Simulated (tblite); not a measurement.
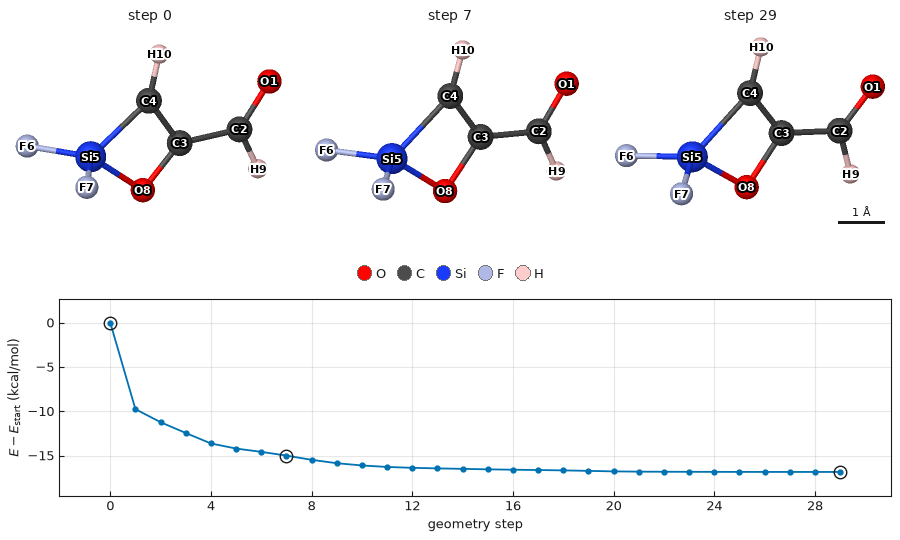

Frames of a relaxation of C$_{3}$H$_{2}$F$_{2}$O$_{2}$Si, marked on the history of the run. A ball-and-stick model, seen at a tilt.

Computed with GFN2-xTB geometry optimisation, gas phase (tblite 0.8.0). 

Describe the path.

Answer. The energy falls by 16.9 kcal/mol in 29 geometry steps. The largest move after the best rigid fit is that of C3, 0.23 Å. Largest moves by element: C 0.23 Å, F 0.21 Å, H 0.20 Å, O 0.16 Å, Si 0.05 Å. Among the contacts that change: C4–Si5 1.781 → 1.881 Å, C3–O8 1.303 → 1.402 Å, C2–C3 1.495 → 1.460 Å, O1–C2 1.234 → 1.203 Å. Among the angles between lasting bonds that change: C2–C3–O8 135.2° → 119.2°, F6–Si5–F7 116.4° → 103.6°, C2–C3–C4 122.6° → 134.5°. From step 0 to 7: C3 moves most (0.14 Å), energy −15.0 kcal/mol. From step 7 to 29: O1 moves most (0.18 Å), energy −1.84 kcal/mol.

```
step  E − E(0), kcal/mol
   0                0.00
   1               -9.77
   2              -11.24
   3              -12.46
   4              -13.64
   5              -14.22
   6              -14.59
   7              -15.01
   8              -15.49
   9              -15.87
  10              -16.12
  11              -16.29
  12              -16.39
  13              -16.45
  14              -16.51
  15              -16.56
  16              -16.60
  17              -16.64
  18              -16.68
  19              -16.74
  20              -16.79
  21              -16.82
  22              -16.83
  23              -16.84
  24              -16.85
  25              -16.85
  26              -16.85
  27              -16.85
  28              -16.86
  29              -16.86
```
